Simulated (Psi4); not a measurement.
**Run report: PH3O, frequency calculation (part 1 of 3)**

System: PH3O, SMILES O=[PH3].
Method: HF/cc-pVTZ, RHF (Psi4 1.11).

The geometry was optimised with hf/cc-pVTZ.

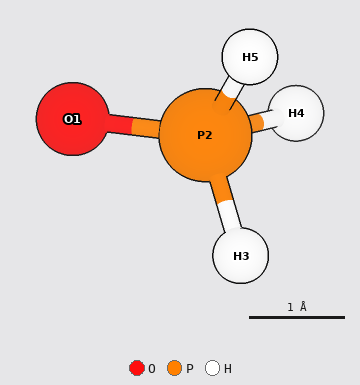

**Figure 1.** The structure as given in the input (ball-and-stick view, seen at a tilt; atoms are numbered from 1 in the order of the input). Bond lengths as drawn: H–P 1.40 Å and O–P 1.46 Å.

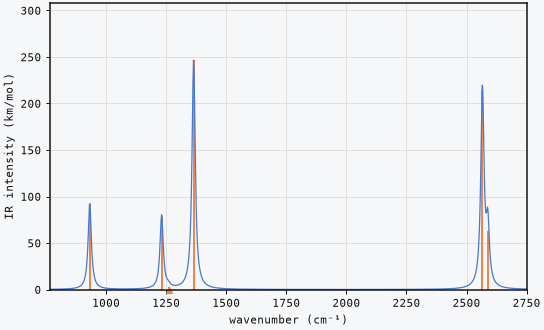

**Figure 2.** Harmonic infrared spectrum, unscaled: sticks (degenerate modes added up, dark ones marked on the axis) with a Lorentzian envelope of 16 cm⁻¹ full width, scaled to the tallest stick. 9 modes from 932 to 2588 cm⁻¹, none imaginary. The strongest line is at 1364 cm⁻¹ (247 km/mol). All modes, in cm⁻¹ (km/mol): 932 (46), 932 (46), 1231 (40), 1231 (40), 1260 (2.5), 1364 (247), 2566 (107), 2566 (107), 2588 (63).

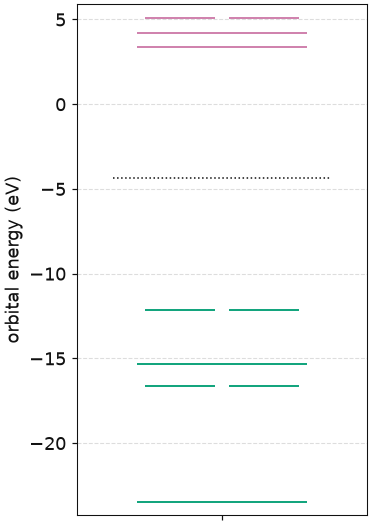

**Figure 3.** Orbital energies near the frontier; the dotted line parts filled from empty levels, and levels within 0.02 eV of each other stand side by side. Highest filled −12.13 eV, lowest empty 3.37 eV, 15.50 eV apart.

The input and output of the run follow.

**The input (calc.py)**
```python
import psi4

psi4.set_memory(1600000000)
psi4.set_num_threads(1)
psi4.set_output_file('output.dat', False)

molecule = psi4.geometry("""
0 1
O     -1.386346    -0.329682     0.534637
P     -0.059039    -0.014506     0.022741
H      0.835549     0.569298     0.927485
H      0.692525    -1.090083    -0.465086
H     -0.001723     0.881693    -1.051135
units angstrom
""")

psi4.set_options({
    'basis': 'cc-pVTZ',
    't': 298.15,
    'rotational_symmetry_number': 3,
})

E = psi4.frequency("hf")
print('E =', round(E, 9))
for k in ('ZPVE', 'ENTHALPY', 'GIBBS FREE ENERGY'):
    print(f'{k}: {psi4.variable(k):.8f} Eh')
```

Run as:
```bash
python calc.py
```

**What the program printed**
```
Psi4 1.11 release

gradient() will perform analytic gradient computation.

   => Loading Basis Set <=

    Name: CC-PVTZ
    Role: ORBITAL
    Keyword: BASIS

         ---------------------------------------------------------
                                   SCF
                              RHF Reference
                        1 Threads,   1525 MiB Core
         ---------------------------------------------------------

  ==> Geometry <==

    Molecular point group: c1
    Full point group: C1

    Geometry (in Angstrom), charge = 0, multiplicity = 1:

       Center              X                  Y                   Z               Mass
    ------------   -----------------  -----------------  -----------------  -----------------
         O           -0.936978442863    -0.222489000047     0.361359709190    15.994914619570
         P            0.390328557137     0.092686999953    -0.150536290810    30.973761998420
         H            1.284916557137     0.676490999953     0.754207709190     1.007825032230
         H            1.141892557137    -0.982890000047    -0.638363290810     1.007825032230
         H            0.447644557137     0.988885999953    -1.224412290810     1.007825032230

  Running in c1 symmetry.

  Rotational constants: A =      3.54878  B =      0.59505  C =      0.59504 [cm^-1]
  Rotational constants: A = 106389.69259  B =  17839.05830  C =  17838.94560 [MHz]
  Nuclear repulsion =   66.551631371336555

  Charge       = 0
  Multiplicity = 1
  Electrons    = 26
  Nalpha       = 13
  Nbeta        = 13

  ==> Algorithm <==

  SCF Algorithm Type is DF.
  DIIS enabled.
  MOM disabled.
  Fractional occupation disabled.
  Guess Type is SAD.
  Energy threshold   = 1.00e-08
  Density threshold  = 1.00e-08
  Integral threshold = 1.00e-12

  ==> Primary Basis <==

  Basis Set: CC-PVTZ
    Blend: CC-PVTZ
    Number of shells: 40
    Number of basis functions: 106
    Number of Cartesian functions: 119
    Spherical Harmonics?: true
    Max angular momentum: 3

   => Loading Basis Set <=

    Name: (CC-PVTZ AUX)
    Role: JKFIT
    Keyword: DF_BASIS_SCF

  ==> Integral Setup <==

  DFHelper Memory: AOs need 0.027 GiB; user supplied 1.118 GiB.
  SCF_SUBTYPE=INCORE selected. In-core MEM_DF algorithm will be used.
  Using in-core AOs.

  ==> MemDFJK: Density-Fitted J/K Matrices <==

    J tasked:                   Yes
    K tasked:                   Yes
    wK tasked:                   No
    Memory [MiB]:              1144
    Algorithm:                 Core
    Schwarz Cutoff:           1E-12
    Mask sparsity (%):       0.0000
    Fitting Condition:        1E-10

   => Auxiliary Basis Set <=

  Basis Set: (CC-PVTZ AUX)
    Blend: CC-PVTZ-JKFIT
    Number of shells: 92
    Number of basis functions: 290
    Number of Cartesian functions: 346
    Spherical Harmonics?: true
    Max angular momentum: 4

  Minimum eigenvalue in the overlap matrix is 2.4142299126E-03.
  Reciprocal condition number of the overlap matrix is 4.4929621343E-04.
    Using symmetric orthogonalization.

  ==> Pre-Iterations <==

  SCF Guess: Superposition of Atomic Densities via on-the-fly atomic UHF (no occupation information).

   -------------------------
    Irrep   Nso     Nmo
   -------------------------
     A        106     106
   -------------------------
    Total     106     106
   -------------------------

  ==> Iterations <==

                           Total Energy        Delta E     RMS |[F,P]|

   @DF-RHF iter SAD:  -417.05433721803035   -4.17054e+02   0.00000e+00
   @DF-RHF iter   1:  -417.24283511144813   -1.88498e-01   5.25209e-03 DIIS/ADIIS
   @DF-RHF iter   2:  -417.31089776470037   -6.80627e-02   4.39643e-03 DIIS/ADIIS
   @DF-RHF iter   3:  -417.38781356529256   -7.69158e-02   3.69784e-04 DIIS/ADIIS
   @DF-RHF iter   4:  -417.38933402294339   -1.52046e-03   6.95407e-05 DIIS
   @DF-RHF iter   5:  -417.38940855618887   -7.45332e-05   1.75116e-05 DIIS
   @DF-RHF iter   6:  -417.38941336717414   -4.81099e-06   5.32080e-06 DIIS
   @DF-RHF iter   7:  -417.38941376594255   -3.98768e-07   1.74601e-06 DIIS
   @DF-RHF iter   8:  -417.38941381589626   -4.99537e-08   3.16368e-07 DIIS
   @DF-RHF iter   9:  -417.38941381740199   -1.50573e-09   4.70373e-08 DIIS
   @DF-RHF iter  10:  -417.38941381743496   -3.29692e-11   6.62816e-09 DIIS
  Energy and wave function converged.

  ==> Post-Iterations <==

    Orbital Energies [Eh]
    ---------------------

    Doubly Occupied:

       1A    -80.027494     2A    -20.501122     3A     -7.562600
       4A     -5.458936     5A     -5.458936     6A     -5.458069
       7A     -1.307730     8A     -0.861851     9A     -0.611480
      10A     -0.611471    11A     -0.562863    12A     -0.445608
      13A     -0.445605

    Virtual:

      14A      0.123745    15A      0.155178    16A      0.186897
      17A      0.186904    18A      0.280538    19A      0.280538
      20A      0.421804    21A      0.451276    22A      0.451279
      23A      0.488899    24A      0.488901    25A      0.492020
      26A      0.554307    27A      0.733254    28A      0.768635
      29A      0.768643    30A      0.869455    31A      0.920483
      32A      0.920483    33A      1.010662    34A      1.010669
      35A      1.040516    36A      1.124005    37A      1.124005
      38A      1.144398    39A      1.322172    40A      1.322188
      41A      1.384381    42A      1.480958    43A      1.536917
      44A      1.536921    45A      1.662479    46A      1.719244
      47A      1.719255    48A      1.820186    49A      1.834917
      50A      1.834922    51A      1.891758    52A      1.891768
      53A      1.894386    54A      2.067075    55A      2.067077
      56A      2.181568    57A      2.547454    58A      2.547461
      59A      2.561411    60A      2.654581    61A      2.654588
      62A      2.818371    63A      2.967438    64A      2.967454
      65A      3.087319    66A      3.411729    67A      3.470396
      68A      3.470400    69A      3.627728    70A      3.627736
      71A      3.782090    72A      3.912537    73A      3.926615
      74A      3.926652    75A      4.015330    76A      4.023802
      77A      4.035358    78A      4.035382    79A      4.158440
      80A      4.200049    81A      4.200066    82A      4.400293
      83A      4.462233    84A      4.462254    85A      4.478466
      86A      4.478474    87A      4.572092    88A      4.649023
      89A      4.649060    90A      5.095130    91A      5.095152
      92A      5.174524    93A      5.644667    94A      5.656291
      95A      5.825422    96A      5.825425    97A      5.968625
      98A      5.968641    99A      6.101657   100A      6.914113
     101A      6.928995   102A      6.929000   103A      7.303338
     104A      7.303345   105A      7.486427   106A      9.789727

    Final Occupation by Irrep:
              A
    DOCC [    13 ]
    NA   [    13 ]
    NB   [    13 ]

  @DF-RHF Final Energy:  -417.38941381743496

   => Energetics <=

    Nuclear Repulsion Energy =             66.5516313713365548
    One-Electron Energy =                -709.2545652223534489
    Two-Electron Energy =                 225.3135200335819945
    Total Energy =                       -417.3894138174349564

Computation Completed

Properties will be evaluated at   0.000000,   0.000000,   0.000000 [a0]

Properties computed using the SCF density matrix

 Multipole Moments:

 ------------------------------------------------------------------------------------
     Multipole            Electronic (a.u.)      Nuclear  (a.u.)        Total (a.u.)
 ------------------------------------------------------------------------------------

 L = 1.  Multiply by 2.5417464519 to convert [e a0] to [Debye]
 Dipole X            :         -0.8817263            2.3310801            1.4493538
 Dipole Y            :         -0.2092827            0.5534630            0.3441803
 Dipole Z            :          0.3400395           -0.8990080           -0.5589685
 Magnitude           :                                                    1.5910790

 ------------------------------------------------------------------------------------

	total time  =          1 seconds =       0.02 minutes

         ------------------------------------------------------------
                                   SCF GRAD
         ------------------------------------------------------------

  ==> Geometry <==

    Molecular point group: c1
    Full point group: C1

    Geometry (in Angstrom), charge = 0, multiplicity = 1:

       Center              X                  Y                   Z               Mass
    ------------   -----------------  -----------------  -----------------  -----------------
         O           -0.936978442863    -0.222489000047     0.361359709190    15.994914619570
         P            0.390328557137     0.092686999953    -0.150536290810    30.973761998420
         H            1.284916557137     0.676490999953     0.754207709190     1.007825032230
         H            1.141892557137    -0.982890000047    -0.638363290810     1.007825032230
         H            0.447644557137     0.988885999953    -1.224412290810     1.007825032230

  Nuclear repulsion =   66.551631371336555

  ==> Basis Set <==

  Basis Set: CC-PVTZ
    Blend: CC-PVTZ
    Number of shells: 40
    Number of basis functions: 106
    Number of Cartesian functions: 119
    Spherical Harmonics?: true
    Max angular momentum: 3

  ==> DFJKGrad: Density-Fitted SCF Gradients <==

    Gradient:                    1
    J tasked:                  Yes
    K tasked:                  Yes
    wK tasked:                  No
    Integrals threads:           1
    Memory [MiB]:             1144
    Schwarz Cutoff:          1E-12
    Fitting Condition:       1E-10

   => Auxiliary Basis Set <=

  Basis Set: (CC-PVTZ AUX)
    Blend: CC-PVTZ-JKFIT
    Number of shells: 92
    Number of basis functions: 290
    Number of Cartesian functions: 346
    Spherical Harmonics?: true
    Max angular momentum: 4

  -Total Gradient:
     Atom            X                  Y                   Z
    ------   -----------------  -----------------  -----------------
       1       -0.000111329345    -0.000027110759     0.000042950204
       2        0.000125214447     0.000038378057    -0.000049723290
       3       -0.000007007722    -0.000009324555    -0.000006350829
       4       -0.000004600222     0.000009179688     0.000004749707
       5       -0.000002277154    -0.000011122431     0.000008374208

	total time  =          1 seconds =       0.02 minutes

  Based on options and gradient (rms=4.84E-05), recommend projecting translations and projecting rotations.
hessian() will perform analytic frequency computation.

   => Loading Basis Set <=

    Name: CC-PVTZ
    Role: ORBITAL
    Keyword: BASIS

         ---------------------------------------------------------
                                   SCF
                              RHF Reference
                        1 Threads,   1525 MiB Core
         ---------------------------------------------------------

  ==> Geometry <==

    Molecular point group: c1
    Full point group: C1

    Geometry (in Angstrom), charge = 0, multiplicity = 1:

       Center              X                  Y                   Z               Mass
    ------------   -----------------  -----------------  -----------------  -----------------
         O           -0.936978442863    -0.222489000047     0.361359709190    15.994914619570
         P            0.390328557137     0.092686999953    -0.150536290810    30.973761998420
         H            1.284916557137     0.676490999953     0.754207709190     1.007825032230
         H            1.141892557137    -0.982890000047    -0.638363290810     1.007825032230
         H            0.447644557137     0.988885999953    -1.224412290810     1.007825032230

  Running in c1 symmetry.

  Rotational constants: A =      3.54878  B =      0.59505  C =      0.59504 [cm^-1]
  Rotational constants: A = 106389.69259  B =  17839.05830  C =  17838.94560 [MHz]
  Nuclear repulsion =   66.551631371336555

  Charge       = 0
  Multiplicity = 1
  Electrons    = 26
  Nalpha       = 13
  Nbeta        = 13

  ==> Algorithm <==

  SCF Algorithm Type is DF.
  DIIS enabled.
  MOM disabled.
  Fractional occupation disabled.
  Guess Type is SAD.
  Energy threshold   = 1.00e-08
  Density threshold  = 1.00e-08
  Integral threshold = 1.00e-12

  ==> Primary Basis <==

  Basis Set: CC-PVTZ
    Blend: CC-PVTZ
    Number of shells: 40
    Number of basis functions: 106
    Number of Cartesian functions: 119
    Spherical Harmonics?: true
    Max angular momentum: 3

   => Loading Basis Set <=

    Name: (CC-PVTZ AUX)
    Role: JKFIT
    Keyword: DF_BASIS_SCF

  ==> Integral Setup <==

  DFHelper Memory: AOs need 0.027 GiB; user supplied 1.118 GiB.
  SCF_SUBTYPE=INCORE selected. In-core MEM_DF algorithm will be used.
  Using in-core AOs.

  ==> MemDFJK: Density-Fitted J/K Matrices <==

    J tasked:                   Yes
    K tasked:                   Yes
    wK tasked:                   No
    Memory [MiB]:              1144
    Algorithm:                 Core
    Schwarz Cutoff:           1E-12
    Mask sparsity (%):       0.0000
    Fitting Condition:        1E-10

   => Auxiliary Basis Set <=

  Basis Set: (CC-PVTZ AUX)
    Blend: CC-PVTZ-JKFIT
    Number of shells: 92
    Number of basis functions: 290
    Number of Cartesian functions: 346
    Spherical Harmonics?: true
    Max angular momentum: 4

  Minimum eigenvalue in the overlap matrix is 2.4142299126E-03.
  Reciprocal condition number of the overlap matrix is 4.4929621343E-04.
    Using symmetric orthogonalization.

  ==> Pre-Iterations <==

  SCF Guess: Superposition of Atomic Densities via on-the-fly atomic UHF (no occupation information).

   -------------------------
    Irrep   Nso     Nmo
   -------------------------
     A        106     106
   -------------------------
    Total     106     106
   -------------------------

  ==> Iterations <==

                           Total Energy        Delta E     RMS |[F,P]|

   @DF-RHF iter SAD:  -417.05433721803035   -4.17054e+02   0.00000e+00
   @DF-RHF iter   1:  -417.24283511144813   -1.88498e-01   5.25209e-03 DIIS/ADIIS
   @DF-RHF iter   2:  -417.31089776470037   -6.80627e-02   4.39643e-03 DIIS/ADIIS
   @DF-RHF iter   3:  -417.38781356529256   -7.69158e-02   3.69784e-04 DIIS/ADIIS
   @DF-RHF iter   4:  -417.38933402294339   -1.52046e-03   6.95407e-05 DIIS
   @DF-RHF iter   5:  -417.38940855618887   -7.45332e-05   1.75116e-05 DIIS
   @DF-RHF iter   6:  -417.38941336717414   -4.81099e-06   5.32080e-06 DIIS
   @DF-RHF iter   7:  -417.38941376594255   -3.98768e-07   1.74601e-06 DIIS
   @DF-RHF iter   8:  -417.38941381589626   -4.99537e-08   3.16368e-07 DIIS
   @DF-RHF iter   9:  -417.38941381740199   -1.50573e-09   4.70373e-08 DIIS
   @DF-RHF iter  10:  -417.38941381743496   -3.29692e-11   6.62816e-09 DIIS
  Energy and wave function converged.

  ==> Post-Iterations <==

    Orbital Energies [Eh]
    ---------------------

    Doubly Occupied:

       1A    -80.027494     2A    -20.501122     3A     -7.562600
       4A     -5.458936     5A     -5.458936     6A     -5.458069
       7A     -1.307730     8A     -0.861851     9A     -0.611480
      10A     -0.611471    11A     -0.562863    12A     -0.445608
      13A     -0.445605

    Virtual:
```
